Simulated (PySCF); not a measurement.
**C3H4P3, charge −1, SMILES `Cc1ppc[p-]1`: what the electrons do**

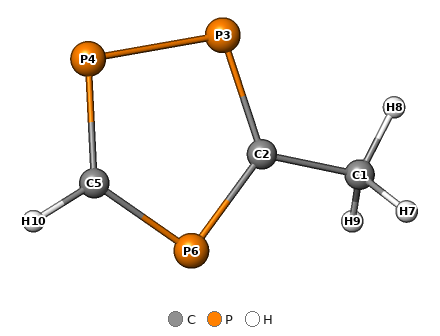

The molecule, with its atoms numbered as below. No frequency check shows the geometry to be a minimum.

Geometry (Å), atoms numbered from 1:

```
C1       2.5332    0.4283   -0.0002
C2       1.0530    0.1313    0.0001
P3      -0.0713    1.4552    0.0002
P4      -1.8634    0.3728   -0.0001
C5      -1.1823   -1.2106   -0.0002
P6       0.5155   -1.5307    0.0002
H7       3.0124    0.0033    0.8840
H8       2.7013    1.5044   -0.0054
H9       3.0136   -0.0057   -0.8799
H10     -1.8631   -2.0551   -0.0003
```

## 1. Bonding charge

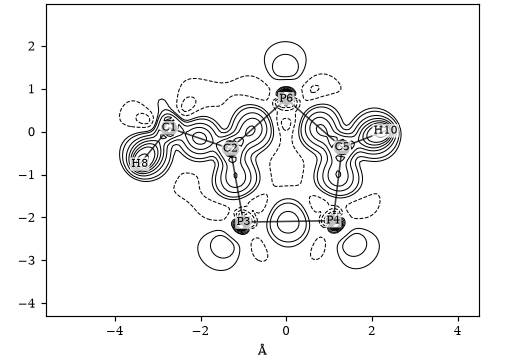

Deformation density (molecule less spherical, spin-averaged free atoms) in a plane through 8 of the atoms; contours at ±0.05 to ±0.8 e/Å³; solid lines: gain, dashed lines: loss.

Level of theory: B3LYP/6-311+G** (PySCF), at a geometry from GFN2-xTB.

> Describe the bonding that the map shows.

C1–H8: +0.68 e/Å³ at the bond critical point (bond length 1.09 Å). C5–H10: +0.66 e/Å³ at the bond critical point (bond length 1.08 Å). C1–C2: +0.45 e/Å³ at the bond critical point (bond length 1.51 Å). P3–P4: +0.27 e/Å³ at the bond critical point (bond length 2.09 Å). C5–P6: +0.18 e/Å³ at the bond critical point (bond length 1.73 Å). C2–P6: +0.17 e/Å³ at the bond critical point (bond length 1.75 Å). P4–C5: +0.17 e/Å³ at the bond critical point (bond length 1.72 Å). C2–P3: +0.17 e/Å³ at the bond critical point (bond length 1.74 Å). In all, 2.8 electrons gather in the regions of gain relative to the promolecule of neutral atoms (this includes the anion's extra charge).

## 2. Bond critical points

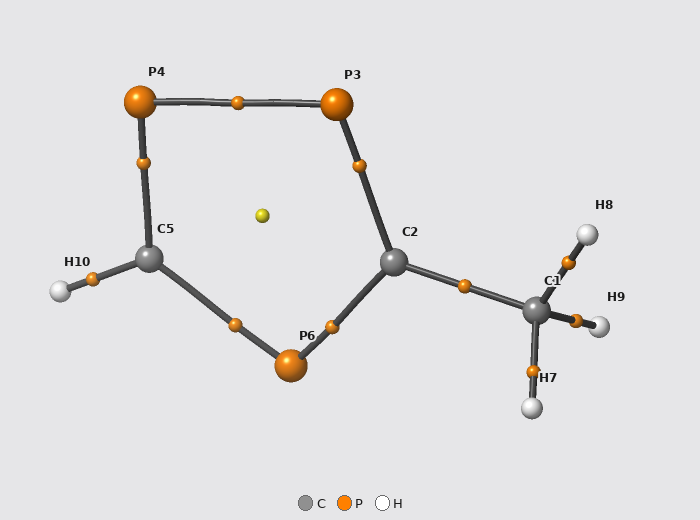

Molecular graph of the electron density (QTAIM): bond paths, bond critical points (orange), ring points (yellow, if any); weak paths are dashed.

> How many critical points of each kind are there, and does the count close?

10 nuclei, 10 bond, 1 ring and 0 cage critical points: 10 − 10 + 1 − 0 = 1, as the Poincaré–Hopf relation requires.

> What does the calculation give at each kind of bond critical point?

```
           bond  length (Å)  ρ (a.u.)  ∇²ρ (a.u.)     ε  H (a.u.)
          C1–H8       1.089     0.276       −0.92  0.01    −0.274
C1–H7 (2 alike)       1.092     0.273       −0.90  0.01    −0.270
         C5–H10       1.085     0.273       −0.89  0.00    −0.269
          C1–C2       1.510     0.245       −0.55  0.01    −0.199
          C5–P6       1.728     0.174       +0.15  0.29    −0.163
          P4–C5       1.724     0.172       +0.17  0.24    −0.161
          C2–P3       1.737     0.170       +0.13  0.26    −0.159
          C2–P6       1.747     0.170       +0.10  0.30    −0.161
          P3–P4       2.094     0.137       −0.21  0.22    −0.085
```

> What kind of interaction is P4–C5?

Polar or intermediate (positive Laplacian, negative energy density H): ρ = 0.172, ∇²ρ = +0.17, H = −0.161 a.u. Its ellipticity of 0.24 shows that the density isn't cylindrical about the bond.

## 3. Local ionisation energy

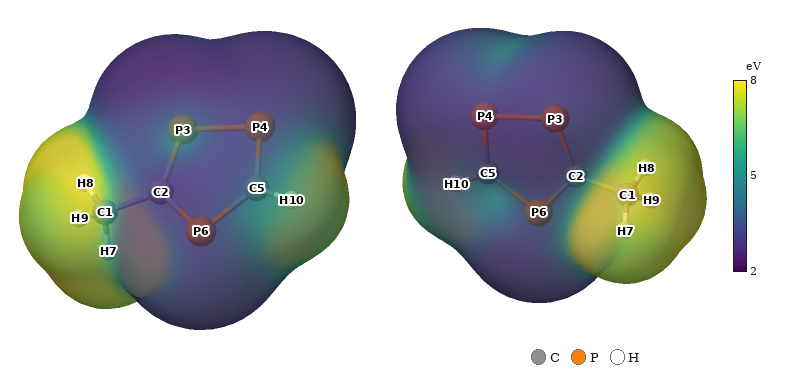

Average local ionisation energy on the surface of electron density 0.001 a.u. (back view left, front view right).

> Locate the minima of the map.

The lowest value is 2.5 eV, 2.5 Å from P4, and at like points elsewhere. Further minima include 2.6 eV, 2.4 Å from P6, and at like points elsewhere; 7.0 eV, 1.4 Å from H7, and at like points elsewhere. For comparison, the highest occupied orbital lies at −1.3 eV.

> What volume does the surface enclose?

About 173 Å³.

## 4. Magnetic shielding

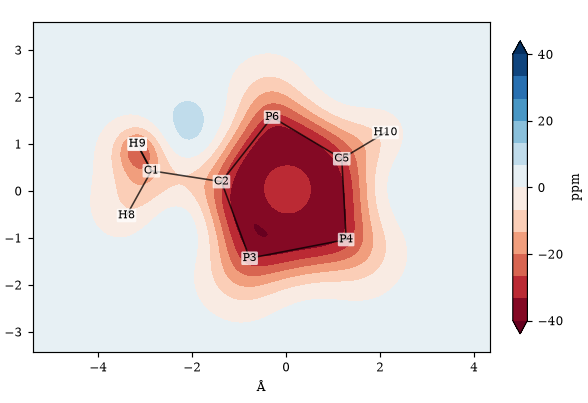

NICSzz (the component normal to the ring) 1.0 Å above the plane of the 5-membered ring C2/P3/P4/C5/P6; GIAO shieldings; atoms are projected onto the map; negative values mean shielding.

Computed with PySCF, B3LYP/def2-SVP, geometry: GFN2-xTB. The basis has no diffuse functions, which an anion needs.

> What does the map say about the ring?

It is strongly diatropic (aromatic): NICS(0) = −12.2, NICS(1) = −12.4, NICS(1)zz = −28.7 ppm.

The PySCF runs shown took 29 s and 28 s on 1 thread of Arm Neoverse V2, on a shared host.
